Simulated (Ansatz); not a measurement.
# BeInH3 (model cell, started as cubic perovskite with Be in the octahedra): following an unstable mode

Aim: this structure of BeInH3 (model cell, started as cubic perovskite with Be in the octahedra) is to be tested for unstable modes, and one is followed downhill.

Calculated with Ansatz 0.2.0; DFT LDA, scalar-relativistic, plane waves, PAW; PAW set soft_1.

The structure was built from a prototype and need not be the compound's stable phase.

### 1. Starting point

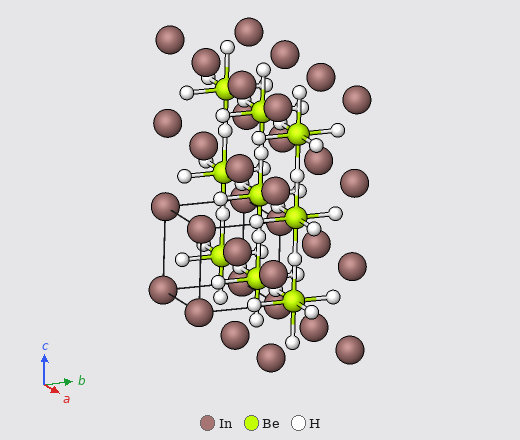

Start, viewed slightly off an axis; indium brown, beryllium green, hydrogen white. 3×1×3 cells are drawn. Some periodic images of atoms are drawn too.

### 2. Phonons on a q mesh

The cell comes from relaxations at this level that are not shown. Stability and thermal properties need the whole zone. Linear response on a 4×4×4 q mesh gives force constants as far as a supercell of that size would.

Input file input.yaml:

```yaml
crystal:
  lattice:
    - [3.5304351694, 0.0, 0.0]
    - [0.0, 3.5304351694, 0.0]
    - [0.0, 0.0, 3.5304351694]
  atoms:
    - { symbol: In, position: [0.0, 0.0, 0.0] }
    - { symbol: Be, position: [0.5, 0.5, 0.5] }
    - { symbol: H, position: [0.5, 0.5, 0.0] }
    - { symbol: H, position: [0.5, 0.0, 0.5] }
    - { symbol: H, position: [0.0, 0.5, 0.5] }
kpoints:
  mp_grid: { grid: [12, 12, 12] }
hamiltonian:
  xc: lda
  pseudopotentials: { kind: paw, azcp: { folder: soft_1 }, xc_functional: pbe }
scf:
  occupations: { method: methfessel_paxton, width: 0.2 }
output:
  eigenvalues: true
phonons:
  method: dfpt
  qmesh: [4, 4, 4]
  temperatures: { t_max: 1000, t_step: 50 }
  qpath:
    path:
      - [[0.0, 0.0, 0.0], [0.0, 0.5, 0.0], [0.5, 0.5, 0.0], [0.0, 0.0, 0.0], [0.5, 0.5, 0.5], [0.0, 0.5, 0.0]]
      - [[0.5, 0.5, 0.5], [0.5, 0.5, 0.0]]
    npoints: 10
```

Launch:

```console
> ansatz run input.yaml --threads 4 --pin off --max-ram 16384MiB --backend cpu --events-out ev --progress --plain --runs-dir out
```

Numbers of over 12 decimals in the logs are rounded to 6 here.

Log:

```text
Engine: ansatz 0.2.0, aarch64-unknown-linux-gnu
Pseudopotentials: kind: paw
Pseudopotential: In, paw, valence charge 13, recommended cutoff 420 eV (normal), soft_1/In.paw.azcp
Pseudopotential: Be, paw, valence charge 2, recommended cutoff 420 eV (normal), soft_1/Be.paw.azcp
Pseudopotential: H, paw, valence charge 1, recommended cutoff 420 eV (normal), soft_1/H.paw.azcp
Functional definition: SPW92
  exchange = slater_x
  correlation = pw_c
Crystal: 5 atoms, lattice volume = 44.003 Å³
Basis set: ecut = 420 eV, 847 PW (Γ), exchange–correlation on 48×48×48 points (8 copies of the dense FFT grid, shifted against one another)
Bands: 14, of which v1, the nominal top of the filled ones, is band 9 counted from 1 (8 counted from 0)
Symmetry: 48 space group operations
k-points: 84 of 1728
Non-local potential: In, projectors of the file, l = 0: 2, l = 1: 2, l = 2: 2, l = 3: 1
Non-local potential: Be, projectors of the file, l = 0: 2, l = 1: 2, l = 2: 1
Non-local potential: H, projectors of the file, l = 0: 2, l = 1: 1
PAW form: soft (Blöchl's): semilocal exchange-correlation on the pseudo side does not see the compensation charge
PAW frozen core: In, regenerated for the run's functional, and the local potential with it (the file was generated under x = pbe(κ = 0.804, μ = 0.219515), c = pbe(β = 0.066725))
PAW frozen core: Be, regenerated for the run's functional, and the local potential with it (the file was generated under x = pbe(κ = 0.804, μ = 0.219515), c = pbe(β = 0.066725))
PAW one-centre angular grid: In, 590 points (default); XC on 64 Gauss nodes
PAW one-centre angular grid: Be, 110 points (default); XC on 64 Gauss nodes
PAW one-centre angular grid: H, 110 points (default); XC on 64 Gauss nodes
Initial density: superposition of atomic densities (chi_scale 0.1, normalization cell, long waves kept (reshape's long-wave potential 0.00 eV rms))
Initial wavefunctions: pseudopotential atomic-orbital guess
Functional: x = slater, c = lda
SCF iter   1: F=—  HF=-5590.870554 eV  |F-HF|=—  |Δ(HF+E_count)|=         —  Δρ=4.95e-2  dr2=1.29e0  ethr=3.10e-3  ⟨swp⟩=5.3  Hψ=6779  notcnv=0
preconditioner: auto → none  [metal: Δε(μ)=0.082 eV  Ē_g=13.835 eV  σ=0.200 eV  W_gap=0.33  n_scr=6 (ndim 8)  ℏωp=23.7 eV  f_vac=0.000  D(μ)=0.63/eV (n_scr^D=0)  sad-step TF]
SCF iter   2: F=—  HF=-5590.524417 eV  |F-HF|=—  |Δ(HF+E_count)|=   3.46e-1  S|Δr|=    0.00e0  Δρ=2.66e-2  dr2=4.32e-1  ethr=3.10e-3  ⟨swp⟩=2.0  Hψ=2142  notcnv=0  defer=53
SCF iter   3: F=—  HF=-5590.350464 eV  |F-HF|=—  |Δ(HF+E_count)|=   1.74e-1  S|Δr|=    0.00e0  Δρ=3.81e-3  dr2=4.44e-3  ethr=2.40e-3  ⟨swp⟩=2.0  Hψ=1789  notcnv=0  defer=53
SCF iter   4: F=—  HF=-5590.348986 eV  |F-HF|=—  |Δ(HF+E_count)|=   1.48e-3  S|Δr|=    0.00e0  Δρ=1.09e-3  dr2=1.91e-4  ethr=2.47e-5  ⟨swp⟩=2.1  Hψ=2338  notcnv=0  defer=53
SCF iter   5: F=—  HF=-5590.348992 eV  |F-HF|=—  |Δ(HF+E_count)|=   6.36e-6  S|Δr|=    0.00e0  Δρ=1.68e-4  dr2=1.23e-5  ethr=1.06e-6  ⟨swp⟩=2.0  Hψ=1842  notcnv=0  defer=53
SCF iter   6: F=—  HF=-5590.348991 eV  |F-HF|=—  |Δ(HF+E_count)|=   1.50e-6  S|Δr|=    0.00e0  Δρ=2.85e-5  dr2=1.50e-7  ethr=6.82e-8  ⟨swp⟩=2.4  Hψ=1844  notcnv=0  defer=53
SCF iter   7: F=—  HF=-5590.348995 eV  |F-HF|=—  |Δ(HF+E_count)|=   4.01e-6  S|Δr|=    0.00e0  Δρ=4.08e-6  dr2=4.13e-9  ethr=8.32e-10  ⟨swp⟩=2.1  Hψ=1857  notcnv=0  defer=53
SCF iter   8: F=—  HF=-5590.348995 eV  |F-HF|=—  |Δ(HF+E_count)|=  8.78e-10  S|Δr|=    0.00e0  Δρ=2.26e-7  dr2=1.49e-11  ethr=2.30e-11  ⟨swp⟩=2.8  Hψ=1656  notcnv=0  defer=53
SCF iter   9: F=-5590.348995 eV  HF=-5590.348995 eV  |F-HF|=9.09e-13  |Δ(HF+E_count)|=  1.46e-11  S|Δr|=    0.00e0  Δρ=5.59e-9  dr2=5.66e-15  ethr=1.00e-12  ⟨swp⟩=8.4  Hψ=5299  notcnv=0
SCF 1 converged in 9 iterations: F = -5590.348995 eV  dr2 = 5.66e-15
  greatest PAW one-centre occupation: 0.984 electrons in one spin orbital (limit 2), on the In atom at site 0 (counted from 0), in its partial waves of l = 2
Initial density: read from a saved state, or passed on in memory by an earlier SCF of this step, an earlier step, the calling program or the single point that the run made first
iter 1 solved again at ethr=3.08e-7 eV; its pass at ethr=3.10e-3 eV (dr2=5.55e-5 eV) is discarded
SCF iter   1: F=—  HF=-5590.348995 eV  |F-HF|=—  |Δ(HF+E_count)|=         —  Δρ=1.37e-6  dr2=4.48e-10  ethr=3.08e-7  ⟨swp⟩=2.2  Hψ=9491  notcnv=0
eigensolver tolerance schedule: the retry pair's looser diagonalisation over-reported the residual by 123707.10 of it (diagonalisation noise at an unbounded share of the residual, at the tolerance the schedule requests for it); recorded, not acted on — ethr = c·dr2/N_el stays at c = 1.0e-1
preconditioner: auto → none  [metal: Δε(μ)=0.087 eV  Ē_g=14.588 eV  σ=0.200 eV  W_gap=0.35  n_scr=6 (ndim 8)  ℏωp=23.7 eV  f_vac=0.000  D(μ)=0.54/eV (n_scr^D=0)]
SCF iter   2: F=—  HF=-5590.348995 eV  |F-HF|=—  |Δ(HF+E_count)|=   1.09e-7  S|Δr|=    0.00e0  Δρ=1.12e-6  dr2=3.79e-10  ethr=2.49e-12  ⟨swp⟩=3.2  Hψ=2746  notcnv=0
SCF iter   3: F=—  HF=-5590.348995 eV  |F-HF|=—  |Δ(HF+E_count)|=  1.53e-10  S|Δr|=    0.00e0  Δρ=5.87e-7  dr2=8.95e-11  ethr=2.10e-12  ⟨swp⟩=2.4  Hψ=1884  notcnv=0
SCF iter   4: F=—  HF=-5590.348995 eV  |F-HF|=—  |Δ(HF+E_count)|=  3.37e-11  S|Δr|=    0.00e0  Δρ=3.34e-7  dr2=2.67e-11  ethr=1.00e-12  ⟨swp⟩=1.0  Hψ=1176  notcnv=0
SCF iter   5: F=—  HF=-5590.348995 eV  |F-HF|=—  |Δ(HF+E_count)|=  5.46e-12  S|Δr|=    0.00e0  Δρ=2.45e-7  dr2=1.43e-11  ethr=1.00e-12  ⟨swp⟩=1.0  Hψ=1176  notcnv=0
SCF iter   6: F=-5590.348995 eV  HF=-5590.348995 eV  |F-HF|=5.46e-12  |Δ(HF+E_count)|=  4.55e-12  S|Δr|=    0.00e0  Δρ=1.83e-7  dr2=8.02e-12  ethr=1.00e-12  ⟨swp⟩=2.0  Hψ=2104  notcnv=0
SCF 2 converged in 6 iterations: F = -5590.348995 eV  dr2 = 8.02e-12
phonons: the bands overlap, so this run is a metal and interpolates without the dipole-dipole term. If the crystal is really an insulator or semiconductor, its LO-TO splitting is missing
NSCF: frozen V_eff on 84 k-points
NSCF: frozen V_eff on 343 k-points
DFPT response loops at q = (0, 0, 0) (fractional): preconditioner auto → Kerker (q_TF=auto, 2.351 Å⁻¹) (partly filled bands, converged f_vac=0.000); β = 1.00, the filter's whole step (`scf.mixing.beta` (0.50) is not read by the response loops under this deck's `scf.mixing.preconditioner`; to damp them name `kerker` or `kerker_dos`, under which they read `scf.mixing.beta`, and type it under 1.00, their step now; both keys bind the ground state too); Broyden in place of MSR1
NSCF: frozen V_eff on 1176 k-points
DFPT response loops at q = (0, 0, 0.25) (fractional): mixed as the last ones told, above
NSCF: frozen V_eff on 686 k-points
DFPT response loops at q = (0, 0, -0.5) (fractional): mixed as the last ones told, above
NSCF: frozen V_eff on 2016 k-points
DFPT response loops at q = (0, 0.25, 0.25) (fractional): mixed as the last ones told, above
NSCF: frozen V_eff on 1176 k-points
DFPT response loops at q = (0, 0.25, -0.5) (fractional): mixed as the last ones told, above
NSCF: frozen V_eff on 686 k-points
DFPT response loops at q = (0, -0.5, -0.5) (fractional): mixed as the last ones told, above
NSCF: frozen V_eff on 3456 k-points
DFPT response loops at q = (0.25, 0.25, 0.25) (fractional): mixed as the last ones told, above
NSCF: frozen V_eff on 2016 k-points
DFPT response loops at q = (0.25, 0.25, -0.5) (fractional): mixed as the last ones told, above
NSCF: frozen V_eff on 1176 k-points
DFPT response loops at q = (0.25, -0.5, -0.5) (fractional): mixed as the last ones told, above
NSCF: frozen V_eff on 686 k-points
DFPT response loops at q = (-0.5, -0.5, -0.5) (fractional): mixed as the last ones told, above
SCF converged after 9 iterations
Stability not checked: this state was not tested for a lower state beside it, because cold or Methfessel-Paxton smearing, or corrected tetrahedra, fill the levels in a way that the test cannot read (fill_not_monotonic; see scf.lower_state_search)
Free energy (F): -5590.348995 eV
Harris-Foulkes:  -5590.348995 eV  (|F-HF|=9.09e-13)
Internal energy: -5590.350273 eV  (E = F + TS)
E sigma→0 (E₀):  -5590.349315 eV
Entropy (-TS):   0.001279 eV (0.256 meV/atom)
Fermi energy:    8.216798 eV
--- Per-component energies (eV) ---
  E_band       = -36.824382
  E_kinetic    = 274.766111
  E_local      = -1144.873528  (includes V_loc(G=0)·N_el)
  E_nonlocal   = 335.666085
  E_hartree    = 459.238302
  E_xc         = -189.754201
  E_vxc        = -146.919895  (∫ρ·V_xc dr)
  E_paw        = -4120.142727  (= ΣΔE_a)
  E_vpaw       = -273.937327  (= ΣTr[D̂ρ^β])
  E_aug_tail   = -0.002430  (compensation charges beyond the density's cutoff)
  E_ewald      = -1205.562707
  E_core_change = 0.314822  (= ΣΔE_core)
  E_smearing   = 0.001279  (= −TS)
  E_closure    = 0.000000  (closes the sum)
  Σ components = -5590.348995   (vs F -5590.348995, Δ=0.00e0)
--- Band table (eV; the first three rows and the last of 84) ---
  k-point 0: bands = [... 5 lower, -3.3772, 6.6911, 6.6911, 8.6743, 8.6743, 8.6743, 9.2960, 17.7297, ... 1 higher]
  k-point 1: bands = [... 5 lower, -3.2970, 5.8752, 6.7033, 8.6243, 8.7653, 8.7653, 10.2880, 17.2408, ... 1 higher]
  k-point 2: bands = [... 5 lower, -3.0553, 4.4816, 6.7372, 8.6727, 9.0346, 9.0346, 12.0029, 16.2862, ... 1 higher]
  k-point 83: bands = [... 5 lower, 3.4509, 3.4509, 3.4509, 6.5500, 7.4334, 7.5412, 7.5412, 7.5412, ... 1 higher]
--- Phonons (Γ-DFPT): 4 representative perturbations + reference (Σ response iterations 13) ---
  ASR residual: 8.759e-6 → 0.000e0 eV/Å²; symmetrization residual: 1.568e-6 eV/Å²
  ASR residual per site (eV/Å²): 8.76e-6 1.31e-6 4.64e-6 4.64e-6 4.64e-6
  Γ frequencies (cm⁻¹): -598.77 -598.77 -598.77 0.00 0.00 0.00 184.23 184.23 184.23 745.73 745.73 745.73 860.49 860.49 860.49
--- Phonons (arbitrary-q DFPT): 10 irreducible q on the 4×4×4 mesh ---
  q = [0.0000, 0.0000, 0.0000] (star 1, of the zone-centre solve; hermiticity 1.47e-6, symmetrization 1.23e-11): -598.77 -598.77 -598.77 -0.00 -0.00 0.00 184.23 184.23 184.23 745.73 745.73 745.73 860.49 860.49 860.49
  q = [0.0000, 0.0000, 0.2500] (star 6, 9 solved perturbations in 4536 linear systems a pass and spin channel, the states on 588 of 1728 k-point pairs; hermiticity 1.15e-6, symmetrization 4.05e-12): -520.27 -520.27 43.47 43.47 74.92 143.77 252.24 252.24 477.75 626.20 737.05 737.05 811.86 817.31 817.31
  q = [0.0000, 0.0000, -0.5000] (star 3, 9 solved perturbations in 2646 linear systems a pass and spin channel, the states on 343 of 1728 k-point pairs; hermiticity 2.82e-7, symmetrization 2.75e-8): -453.95 -453.95 45.79 45.79 105.83 230.25 377.23 377.23 668.40 673.50 698.00 698.00 751.53 751.53 831.29
  q = [0.0000, 0.2500, 0.2500] (star 12, 9 solved perturbations in 7686 linear systems a pass and spin channel, the states on 1008 of 1728 k-point pairs; hermiticity 9.99e-7, symmetrization 4.16e-14): -504.31 -485.41 -13.73 39.88 55.00 225.26 244.87 269.00 640.14 691.54 715.29 736.69 738.53 755.76 847.28
  q = [0.0000, 0.2500, -0.5000] (star 12, 15 solved perturbations on 588 of 1728 k-point pairs; hermiticity 8.76e-7, symmetrization 6.11e-9): -493.39 -438.19 -23.81 40.24 72.39 249.80 261.69 338.04 604.17 669.68 682.78 690.36 702.27 825.86 888.36
  q = [0.0000, -0.5000, -0.5000] (star 3, 9 solved perturbations in 2646 linear systems a pass and spin channel, the states on 343 of 1728 k-point pairs; hermiticity 4.03e-7, symmetrization 3.67e-9): -696.73 -524.16 -180.57 -78.75 -78.75 25.51 303.63 303.63 525.87 540.89 540.89 653.17 653.17 846.70 985.04
  q = [0.2500, 0.2500, 0.2500] (star 8, 4 solved perturbations in 4536 linear systems a pass and spin channel, the states on 1728 of 1728 k-point pairs; hermiticity 1.25e-6, symmetrization 1.37e-12): -471.50 -471.50 -36.27 61.27 61.27 213.52 302.13 302.13 630.80 637.44 637.44 764.41 764.41 779.21 912.01
  q = [0.2500, 0.2500, -0.5000] (star 12, 9 solved perturbations in 7686 linear systems a pass and spin channel, the states on 1008 of 1728 k-point pairs; hermiticity 6.86e-7, symmetrization 6.73e-9): -501.53 -492.08 39.83 45.94 72.74 257.49 298.59 306.10 563.76 609.73 614.91 742.58 760.53 802.09 947.77
  q = [0.2500, -0.5000, -0.5000] (star 6, 9 solved perturbations in 4536 linear systems a pass and spin channel, the states on 588 of 1728 k-point pairs; hermiticity 2.74e-7, symmetrization 5.05e-10): -565.82 -453.60 67.45 68.88 68.88 165.04 308.44 308.44 541.12 557.86 557.86 690.35 690.35 810.86 992.95
  q = [-0.5000, -0.5000, -0.5000] (star 1, 4 solved perturbations in 931 linear systems a pass and spin channel, the states on 343 of 1728 k-point pairs; hermiticity 6.06e-8, symmetrization 1.44e-10): -528.56 -528.56 93.08 93.08 93.08 285.09 285.09 285.09 541.53 541.53 541.53 700.92 700.92 700.92 982.80
  sum rule: each row above includes the acoustic sum rule's correction from the zone centre's row sums; it moved no ω² by more than (1.12 cm⁻¹)²
  mesh force constants: q→R imaginary residual 4.54e-18; ASR residual 8.759e-6 → 0.000e0 eV/Å²; symmetrization residual 2.665e-15 eV/Å²
  interpolated dispersion: 62 rows × 15 modes
  density of states and harmonic sums: on the 20×20×20 q-mesh, interpolated from the force constants of a 4×4×4 supercell (no non-analytic term)
  largest difference from the sums on the solved wave vectors: F 9.16e-2 eV, S 1.07e-4 and C_V 2.28e-5 eV/K
  zero-point energy: 0.368202 eV/cell   skipped modes (ω ≤ 0): 743, of them read as no rigid motion or as one in doubt: 740 (2.521e0 modes/cell left out, lowest -696.73 cm⁻¹)   left out of the sums: 1.68e-1 of the cell's modes: C_V's classical limit lies that fraction below 3 k_B per atom; for a crystal, a wire or a layer, F and S can be off by more, and a phonons.interpolated_qmesh denser along its periods is the remedy for the sampling
```

Run time: 7.5 min. Hardware: 4 threads of Arm Neoverse V1, shared host; peak memory 2.6 GiB; 29 min of CPU time.

Reading the cycles: dr2 is the Hartree energy of the density residual (eV), the measure of convergence; HF is the Harris–Foulkes estimate of the energy, which meets the free energy F at convergence.

Numbers from this step:

```yaml
volume_per_atom: 8.801 Å³
gap_on_the_k_mesh: 0 eV
sum_rule_residual_before_enforcement: 8.76e-6 eV/Å²
lowest_frequency_on_the_path: -696.7 cm⁻¹
point_group: m-3m
highest_frequency_on_the_path_or_at_a_solved_wavevector: 994 cm⁻¹
highest_optical_mode_at_the_zone_centre_no_lo_to_term: 860.5 cm⁻¹
lowest_optical_zone_centre_mode: -598.8 cm⁻¹
lowest_mode_on_the_q_mesh_acoustic_modes_at_gamma_apart: -696.7 cm⁻¹
```

Frequencies (cm⁻¹) solved at each irreducible wavevector; negative means imaginary. Frequencies by wavevector, by row:

```tsv
q in reciprocal lattice units	star	mode 1	mode 2	mode 3	mode 4	mode 13	mode 14	mode 15
0 0 0	1	-598.8	-598.8	-598.8	0	860.5	860.5	860.5
0 0 0.25	6	-520.3	-520.3	43.5	43.5	811.9	817.3	817.3
0 0 -0.5	3	-453.9	-453.9	45.8	45.8	751.5	751.5	831.3
0 0.25 0.25	12	-504.3	-485.4	-13.7	39.9	738.5	755.8	847.3
0 0.25 -0.5	12	-493.4	-438.2	-23.8	40.2	702.3	825.9	888.4
0 -0.5 -0.5	3	-696.7	-524.2	-180.6	-78.8	653.2	846.7	985
0.25 0.25 0.25	8	-471.5	-471.5	-36.3	61.3	764.4	779.2	912
0.25 0.25 -0.5	12	-501.5	-492.1	39.8	45.9	760.5	802.1	947.8
0.25 -0.5 -0.5	6	-565.8	-453.6	67.5	68.9	690.4	810.9	993
-0.5 -0.5 -0.5	1	-528.6	-528.6	93.1	93.1	700.9	700.9	982.8
```

Interpolated from a 4×4×4 q mesh. Phonon branches along the path, in cm⁻¹:

```tsv
point	branch 1	branch 2	branch 3	branch 4	branch 12	branch 13	branch 14	branch 15
Γ	-599	-599	-599	0	746	860	860	860
X	-454	-454	46	46	698	752	752	831
M	-697	-524	-181	-79	653	653	847	985
Γ	-599	-599	-599	0	746	860	860	860
R	-529	-529	93	93	701	701	701	983
X	-454	-454	46	46	698	752	752	831
jump to R	-529	-529	93	93	701	701	701	983
M	-697	-524	-181	-79	653	653	847	985
```

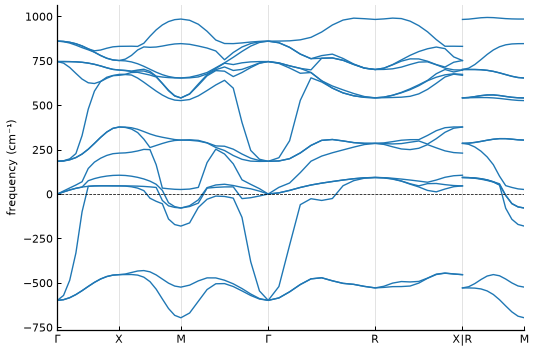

Phonon branches along the path.

Symmetry leaves 10 wavevectors to solve. The lowest mode among them, the acoustic zeros apart, lies at q = (0, -0.5, -0.5) and is imaginary, 696.7i cm⁻¹, so the energy falls along it.

### 3. The mode frozen in, largest atomic shift 0 Å

The mode followed lies at Γ with frequency 598.8i cm⁻¹ and is 3-fold degenerate, one of the unstable modes though not the softest. At small amplitude the distorted cell has space group no. 160 by a symmetry search on the positions. The undistorted cell that holds it gives the zero of energy on the same k mesh.

input.yaml, the sections that differ from step 2:

```yaml
output:
  forces: true
  stress: true
  eigenvalues: true
# crystal, kpoints, hamiltonian, scf: as in step 2
# phonons: removed
```

Log:

```text
[...]
Crystal: 5 atoms, lattice volume = 44.003 Å³
Basis set: ecut = 420 eV, 847 PW (Γ)
Bands: 14, of which v1, the nominal top of the filled ones, is band 9 counted from 1 (8 counted from 0)
Symmetry: 48 space group operations
[...]
k-points: 84 of 1728
[...]
k-point 0: bands = [... 5 lower, -3.3771, 6.6911, 6.6911, 8.6743, 8.6743, 8.6743, 9.2960, 17.7298, ... 1 higher]
  k-point 1: bands = [... 5 lower, -3.2970, 5.8752, 6.7033, 8.6243, 8.7653, 8.7653, 10.2880, 17.2408, ... 1 higher]
  k-point 2: bands = [... 5 lower, -3.0553, 4.4817, 6.7373, 8.6727, 9.0346, 9.0346, 12.0029, 16.2862, ... 1 higher]
  k-point 83: bands = [... 5 lower, 3.4509, 3.4509, 3.4509, 6.5499, 7.4334, 7.5412, 7.5412, 7.5412, ... 1 higher]
[key lines of the parts left out:]
SCF converged after 7 iterations
Free energy (F): -5590.348994 eV
Fermi energy:    8.216797 eV
P = ⅓ Tr σ = -0.0002 GPa (-0.002 kbar)
```

It took 0.91 s on 4 threads; peak memory 0.33 GiB.

Numbers from this step:

| Property | Result |
| --- | --- |
| pressure | -1.81e-4 GPa |
| energy from the undistorted cell | 0 meV/atom |

The run ends at a pressure of 0.00 GPa.

### 4. The mode frozen in, largest atomic shift 0.32 Å

The atoms are moved along the unstable eigenvector, the largest shift by 0.32 Å, with the cell fixed.

input.yaml, the sections that differ from step 3:

```yaml
crystal:
  lattice:
    - [3.5304351694, 0.0, 0.0]
    - [0.0, 3.5304351694, 0.0]
    - [0.0, 0.0, 3.5304351694]
  atoms:
    - { symbol: In, position: [-8.5008e-06, 8.5008e-06, 8.5008e-06] }
    - { symbol: Be, position: [0.5167800006, 0.4832199994, 0.4832199994] }
    - { symbol: H, position: [0.46193211, 0.53806789, 0.0729201669] }
    - { symbol: H, position: [0.46193211, 0.0729201669, 0.53806789] }
    - { symbol: H, position: [-0.0729201669, 0.53806789, 0.53806789] }
output:
  forces: true
  stress: true
  eigenvalues: true
  write_density: true
  write_potential: true
  elf: true
  volumetric_format: npy
# kpoints, hamiltonian, scf: as in step 3
```

Log:

```text
[...]
Crystal: 5 atoms, lattice volume = 44.003 Å³
Basis set: ecut = 420 eV, 847 PW (Γ)
Bands: 14, of which v1, the nominal top of the filled ones, is band 9 counted from 1 (8 counted from 0)
Symmetry: 6 space group operations
[...]
k-points: 189 of 1728 (time reversal used)
[...]
k-point 0: bands = [... 5 lower, -3.4054, 5.6749, 5.6749, 8.6575, 9.2520, 9.8042, 9.8042, 17.1939, ... 1 higher]
  k-point 1: bands = [... 5 lower, -3.3258, 5.2110, 5.7077, 8.4596, 9.1340, 9.8740, 10.7882, 16.8943, ... 1 higher]
  k-point 2: bands = [... 5 lower, -3.0859, 4.1346, 5.7986, 8.3815, 9.2834, 10.0845, 12.3755, 16.1263, ... 1 higher]
  k-point 188: bands = [... 5 lower, 3.2467, 3.2938, 3.2938, 6.4072, 7.4432, 7.4811, 7.4811, 7.6830, ... 1 higher]
[key lines of the parts left out:]
SCF converged after 8 iterations
Free energy (F): -5590.468757 eV
Fermi energy:    8.097788 eV
P = ⅓ Tr σ = 4.1602 GPa (41.602 kbar)
```

It took 4 s on 4 threads; peak memory 0.43 GiB.

This step gave:

- pressure: 4.160 GPa
- energy from the undistorted cell: -23.96 meV/atom

The energy, extrapolated to zero smearing, is -23.96 meV/atom against the undistorted cell.

The run ends at a pressure of 4.16 GPa, with forces up to 0.37 eV/Å.

(Part 1 of 3 ends here.)

[Logs are printed without paths, hosts, clocks, repeated set-up lines and the standing remarks that a program may print on its own settings, such as how far it seeks lower states.]

[Hosts, paths, dates, database ids (printed as entryN), source tags and the programs' standing remarks are cut or masked in the printed files.]
